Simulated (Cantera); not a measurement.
A closed system holds: 1 mol SiH4, 0.071 mol HCl, 6.8 mol H2, at 1575 °C.

Cantera equilibrium calculation (NASA polynomials, part measured and part estimated; ideal gas, pure solids and liquids). Candidate condensed phases: Si; 19 gas species. The tables' values for SiCl are old estimates; treat these amounts as uncertain. Gases not in the tables: Si2H6 and higher silanes. Equilibrium is a limit: real reactors are often held back by kinetics, nucleation or transport.

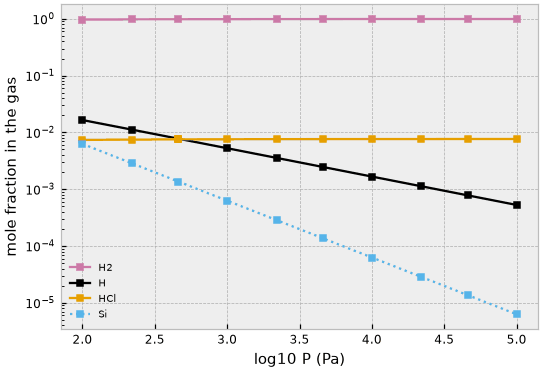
Equilibrium gas composition (values under 1e-9 drawn at 1e-9)

From 100 Pa to 100000 Pa the condensed part is Si(l). The main Si-bearing gas is Si at 100 Pa and SiCl2 at 100000 Pa.
